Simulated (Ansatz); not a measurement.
# AlH₄NOSi: single points with varied inputs, part 1 of 2

How do the results and run time of AlH₄NOSi respond when the settings are drawn wide?

Method: the settings change from run to run; program: Ansatz 0.2.0, Gaussian basis.

**1. The geometry**

The structure was relaxed beforehand with PBE0-D4 in a triple-zeta def2 set.

8 atoms, charge 0, spin multiplicity 1.

Atoms are counted from 1 here; the program's logs count them from 0.

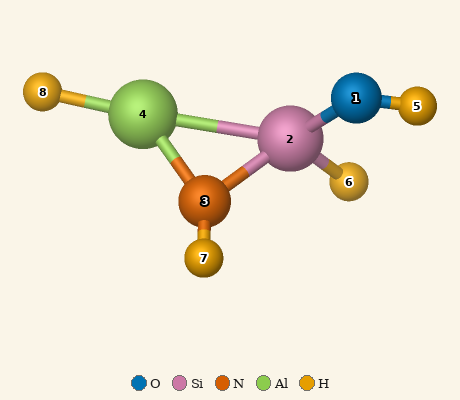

The structure; oxygen blue, silicon pink, nitrogen orange, aluminium green, hydrogen amber; atoms are numbered from 1 in the order of the file.

**2. revPBE0/def2-TZVPP**

Options: finite nuclei.

Contents of in.yaml:

```yaml
crystal:
  periodic: [false, false, false]
  atoms:
    - {symbol: O, position_ang: [-1.412777, -0.009614, 1.369228]}
    - {symbol: Si, position_ang: [-0.629634, -0.288701, -0.059932]}
    - {symbol: N, position_ang: [0.716265, 0.757200, -0.400334]}
    - {symbol: Al, position_ang: [1.600728, -0.793433, -0.279568]}
    - {symbol: H, position_ang: [-2.368319, 0.046363, 1.317847]}
    - {symbol: H, position_ang: [-1.709691, -0.324567, -1.094356]}
    - {symbol: H, position_ang: [0.767676, 1.755986, -0.545565]}
    - {symbol: H, position_ang: [3.127753, -1.200233, -0.363120]}
basis:
  gaussian: {orbitals: def2-TZVPP, nuclear_model: gaussian}
hamiltonian: {xc: {name: revPBE0}}
output: {forces: true}
```

On the command line:

```bash
ansatz run in.yaml --threads 2 --pin off --events-out ev --progress --plain --max-ram 4352MiB
```

Log:

```text
Functional definition: revPBE0
  name "revPBE0"
  cite "Zhang & Yang, Phys. Rev. Lett. 80, 890 (1998) doi:10.1103/PhysRevLett.80.890"
  cite "Adamo & Barone, J. Chem. Phys. 110, 6158 (1999) doi:10.1063/1.478522"
  cite "Perdew, Burke & Ernzerhof, Phys. Rev. Lett. 77, 3865 (1996) doi:10.1103/PhysRevLett.77.3865"
  parameter a = 0.25
  parameter kappa = 1.245
  parameter beta = 0.06672455060314922
  exchange = (1 - a)*pbe_x(kappa = kappa, mu = beta*pi^2/3) + a*exact_x
  correlation = pbe_c(beta = beta)
1133 factors; their error is unknown
mean field evaluation 1: about -18063.0220 eV, gradient 8.2e1 eV
mean field evaluation 2: about -18014.4727 eV, gradient 1.5e2 eV
mean field evaluation 4: about -18075.0594 eV, gradient 1.3e1 eV
mean field evaluation 8: about -18075.3872 eV, gradient 1.9e-1 eV
mean field evaluation 16: about -18075.4217 eV, gradient 1.0e-4 eV
mean field -18075.42166677 eV, -664.2594942928 hartree, gradient 2.8e-5 eV, S^2 0.000000; 0 other end points of the search recorded, 0 dependent functions left out
the calculation of the forces begins
reference -18075.42170725 eV, -664.2594957806 hartree; 23, 23 occupied and 179, 179 virtual orbitals, 1133 factors
Total energy: -18075.42170725 eV, -664.2594957806 hartree
Atom 0 at    -1.412777    -0.009614     1.369228 Å, force    -0.192945     0.028688     0.135368 eV/Å
Atom 1 at    -0.629634    -0.288701    -0.059932 Å, force    -0.060587    -0.067448    -0.086555 eV/Å
Atom 2 at     0.716265     0.757200    -0.400334 Å, force     0.048876     0.154972    -0.031832 eV/Å
Atom 3 at     1.600728    -0.793433    -0.279568 Å, force     0.086395    -0.084448    -0.003162 eV/Å
Atom 4 at    -2.368319     0.046363     1.317847 Å, force     0.105317    -0.005899     0.010356 eV/Å
Atom 5 at    -1.709691    -0.324567    -1.094356 Å, force    -0.011677    -0.007764    -0.021447 eV/Å
Atom 6 at     0.767676     1.755986    -0.545565 Å, force     0.000227    -0.008139     0.000292 eV/Å
Atom 7 at     3.127753    -1.200233    -0.363120 Å, force     0.024394    -0.009962    -0.003020 eV/Å
Dipole moment:    -0.054290     0.091220    -0.142956 e Å
```

Run time: 3.8 s. Hardware: 2 threads of Arm Neoverse V2, shared host.

Largest force 0.237 eV/Å, dipole 0.86 D.

**3. HSE06/6-31++G****

This run has charge +1, multiplicity 2, coordinates scaled by 1.25, a grid of angular degree 11.

Contents of in.yaml:

```yaml
crystal:
  periodic: [false, false, false]
  atoms:
    - {symbol: O, position_ang: [-1.765972, -0.012017, 1.711535]}
    - {symbol: Si, position_ang: [-0.787043, -0.360877, -0.074916]}
    - {symbol: N, position_ang: [0.895331, 0.946500, -0.500417]}
    - {symbol: Al, position_ang: [2.000910, -0.991791, -0.349460]}
    - {symbol: H, position_ang: [-2.960399, 0.057953, 1.647309]}
    - {symbol: H, position_ang: [-2.137114, -0.405709, -1.367945]}
    - {symbol: H, position_ang: [0.959596, 2.194982, -0.681956]}
    - {symbol: H, position_ang: [3.909691, -1.500291, -0.453900]}
basis:
  gaussian: {orbitals: "6-31++G**", final_grid: {core_spheres: 5, valence_spheres: 4, degree: 11}}
total_charge: 1
magnetization: {spin_polarized: true, initial_magnetization: 1}
hamiltonian: {xc: {name: HSE06}}
```

Launched as before.

Log:

```text
Functional definition: HSE06
  name "HSE06"
  cite "Heyd, Scuseria & Ernzerhof, J. Chem. Phys. 118, 8207 (2003) doi:10.1063/1.1564060"
  cite "Krukau, Vydrov, Izmaylov & Scuseria, J. Chem. Phys. 125, 224106 (2006) doi:10.1063/1.2404663"
  cite "Heyd & Scuseria, J. Chem. Phys. 120, 7274 (2004) doi:10.1063/1.1668634"
  cite "Ernzerhof & Perdew, J. Chem. Phys. 109, 3313 (1998) doi:10.1063/1.476928"
  cite "Perdew, Burke & Ernzerhof, Phys. Rev. Lett. 77, 3865 (1996) doi:10.1103/PhysRevLett.77.3865"
  parent pbe
  parameter a = 0.25
  parameter omega = 0.11/bohr
  # The whole range is PBE's own exchange, as in plane waves. The composition of these papers is wPBEh.
  exchange = pbe_x - a*pbe_x_sr(omega) + a*exact_x_sr(omega)
  correlation = pbe_c
1097 factors; their error is unknown
126 factors; integrals over basis functions are off by at most 1.3e-6 eV
mean field evaluation 1: about -18012.4767 eV, gradient 8.9e1 eV
mean field evaluation 2: about -17667.5160 eV, gradient 1.8e2 eV
mean field evaluation 4: about -17991.7855 eV, gradient 9.0e1 eV
mean field evaluation 8: about -18051.0228 eV, gradient 5.0e0 eV
mean field evaluation 16: about -18051.3755 eV, gradient 2.3e-1 eV
mean field evaluation 32: about -18051.3759 eV, gradient 5.4e-5 eV
mean field -18051.37585418 eV, -663.3758269791 hartree, gradient 3.4e-5 eV, S^2 0.762361; 5 other end points of the search recorded, 0 dependent functions left out
reference -18051.37592657 eV, -663.3758296393 hartree; 23, 22 occupied and 85, 86 virtual orbitals, 1097 factors
Total energy: -18051.37592657 eV, -663.3758296393 hartree
```

Run time: 4.9 s. Hardware: 2 threads of Arm Neoverse V2, shared host.

⟨S²⟩ 0.762.

**4. RPBE/def2-TZVPD**

Options: multiplicity 3, restricted open-shell orbitals, D3(BJ) dispersion.

Contents of in.yaml:

```yaml
crystal:
  periodic: [false, false, false]
  atoms:
    - {symbol: O, position_ang: [-1.412777, -0.009614, 1.369228]}
    - {symbol: Si, position_ang: [-0.629634, -0.288701, -0.059932]}
    - {symbol: N, position_ang: [0.716265, 0.757200, -0.400334]}
    - {symbol: Al, position_ang: [1.600728, -0.793433, -0.279568]}
    - {symbol: H, position_ang: [-2.368319, 0.046363, 1.317847]}
    - {symbol: H, position_ang: [-1.709691, -0.324567, -1.094356]}
    - {symbol: H, position_ang: [0.767676, 1.755986, -0.545565]}
    - {symbol: H, position_ang: [3.127753, -1.200233, -0.363120]}
basis:
  gaussian: {orbitals: def2-TZVPD}
magnetization: {spin_polarized: false, initial_magnetization: 2}
hamiltonian: {xc: {name: RPBE}, dispersion: d3bj}
output: {forces: true}
```

Launched as before.

Log:

```text
Functional definition: RPBE
  name "RPBE"
  cite "Hammer, Hansen & Nørskov, Phys. Rev. B 59, 7413 (1999) doi:10.1103/PhysRevB.59.7413"
  cite "Perdew, Burke & Ernzerhof, Phys. Rev. Lett. 77, 3865 (1996) doi:10.1103/PhysRevLett.77.3865"
  parameter kappa = 0.804
  parameter beta = 0.06672455060314922
  exchange = rpbe_x(kappa = kappa, mu = beta*pi^2/3)
  correlation = pbe_c(beta = beta)
1106 factors; their error is unknown
mean field evaluation 1: about -18057.5824 eV, gradient 9.6e1 eV
mean field evaluation 2: about -17912.7419 eV, gradient 2.1e2 eV
mean field evaluation 4: about -18066.5009 eV, gradient 4.5e1 eV
mean field evaluation 8: about -18075.4452 eV, gradient 2.7e0 eV
mean field evaluation 16: about -18075.4651 eV, gradient 2.7e-2 eV
mean field evaluation 32: about -18075.4651 eV, gradient 5.7e-5 eV
mean field evaluation 64: about -18075.1875 eV, gradient 2.3e0 eV
mean field evaluation 96: about -18027.4380 eV, gradient 5.5e1 eV
mean field -18075.46508966 eV, -664.2610900548 hartree, gradient 1.2e-5 eV, S^2 2.000000; 7 other end points of the search recorded, 0 dependent functions left out
the calculation of the forces begins
reference -18075.46515279 eV, -664.2610923748 hartree; 24, 22 occupied and 175, 177 virtual orbitals, 1106 factors
Total energy: -18076.61803692 eV, -664.3034600849 hartree
Atom 0 at    -1.412777    -0.009614     1.369228 Å, force     0.703266    -0.085154     0.273410 eV/Å
Atom 1 at    -0.629634    -0.288701    -0.059932 Å, force    -0.885043     2.015200    -0.125035 eV/Å
Atom 2 at     0.716265     0.757200    -0.400334 Å, force    -1.093344    -0.543766    -0.070839 eV/Å
Atom 3 at     1.600728    -0.793433    -0.279568 Å, force     2.284635    -0.564588    -0.099417 eV/Å
Atom 4 at    -2.368319     0.046363     1.317847 Å, force    -0.798808    -0.133062    -0.036442 eV/Å
Atom 5 at    -1.709691    -0.324567    -1.094356 Å, force     0.012037    -0.422233    -0.123220 eV/Å
Atom 6 at     0.767676     1.755986    -0.545565 Å, force    -0.082190     0.072214     0.212878 eV/Å
Atom 7 at     3.127753    -1.200233    -0.363120 Å, force    -0.140553    -0.338612    -0.031336 eV/Å
Dipole moment:    -0.527495     0.208987    -0.081219 e Å
```

Run time: 17 s. Hardware: 2 threads of Arm Neoverse V2, shared host; peak memory 0.56 GiB.

Largest force 2.355 eV/Å, dipole 2.75 D.

**5. wB97X-V/STO-3G**

Options: finite nuclei, relativity set to scalar, the search for lower states set to light.

Changes to in.yaml since step 4:

```diff
@@ -12,5 +12,5 @@
 basis:
-  gaussian: {orbitals: def2-TZVPD}
-magnetization: {spin_polarized: false, initial_magnetization: 2}
-hamiltonian: {xc: {name: RPBE}, dispersion: d3bj}
+  gaussian: {orbitals: STO-3G, nuclear_model: gaussian}
+hamiltonian: {xc: {name: wB97X-V}, pseudopotentials: {relativity: scalar}}
+scf: {lower_state_search: light}
 output: {forces: true}
```

The command is unchanged.

Log:

```text
Functional definition: wB97X-V
  name "wB97X-V"
  cite "Mardirossian & Head-Gordon, Phys. Chem. Chem. Phys. 16, 9904 (2014) doi:10.1039/C3CP54374A"
  cite "Becke, J. Chem. Phys. 107, 8554 (1997) doi:10.1063/1.475007"
  cite "Vydrov & Van Voorhis, J. Chem. Phys. 133, 244103 (2010) doi:10.1063/1.3521275"
  parameter omega = 0.3/bohr
  parameter cx = 0.167
  parameter cx1 = 0.603
  parameter cx2 = 1.194
  parameter css0 = 0.556
  parameter css1 = -0.257
  parameter cos0 = 1.219
  parameter cos1 = -1.850
  parameter b = 6.0
  parameter c = 0.01
  exchange = spin_sum(e_x_unif_sr(omega)*poly(b97_u_x, 1 - cx, cx1, cx2)) + cx*exact_x_sr(omega) + exact_x_lr(omega)
  correlation = spin_sum(e_c_pw_same_spin*poly(b97_u_same, css0, css1))
      + integral(e_c_pw_opposite_spin*poly(b97_u_opposite, cos0, cos1)) + vv10(b, c)
384 factors; integrals over basis functions are off by at most 5.4e-5 eV
170 factors; integrals over basis functions are off by at most 1.5e-6 eV
mean field evaluation 1: about -17871.9143 eV, gradient 3.5e1 eV
mean field evaluation 2: about -17872.8657 eV, gradient 3.6e1 eV
mean field evaluation 4: about -17876.3463 eV, gradient 1.3e0 eV
mean field evaluation 8: about -17876.3232 eV, gradient 1.6e-2 eV
mean field -17876.32324324 eV, -656.9427621819 hartree, gradient 3.2e-5 eV, S^2 0.000000; 0 other end points of the search recorded, 0 dependent functions left out
the calculation of the forces begins
reference -17876.32324206 eV, -656.9427621386 hartree; 23, 23 occupied and 9, 9 virtual orbitals, 384 factors
Total energy: -17876.32324206 eV, -656.9427621386 hartree
Relativity: scalar
Atom 0 at    -1.412777    -0.009614     1.369228 Å, force     2.754836     0.242012     2.254110 eV/Å
Atom 1 at    -0.629634    -0.288701    -0.059932 Å, force     1.203062    -1.715526    -2.052442 eV/Å
Atom 2 at     0.716265     0.757200    -0.400334 Å, force     1.161275    -2.304557     0.232380 eV/Å
Atom 3 at     1.600728    -0.793433    -0.279568 Å, force    -1.384037     1.603860     0.078921 eV/Å
Atom 4 at    -2.368319     0.046363     1.317847 Å, force    -2.913631     0.106127    -0.808662 eV/Å
Atom 5 at    -1.709691    -0.324567    -1.094356 Å, force     0.635691     0.078806     0.469496 eV/Å
Atom 6 at     0.767676     1.755986    -0.545565 Å, force     0.205486     1.640660    -0.257967 eV/Å
Atom 7 at     3.127753    -1.200233    -0.363120 Å, force    -1.662683     0.348618     0.084165 eV/Å
Dipole moment:     0.050023    -0.253562    -0.153754 e Å
```

It took 2.9 s on 2 threads of Arm Neoverse V2, shared host.

Largest force 3.568 eV/Å, dipole 1.44 D.

(Continued in part 2 of 2.)
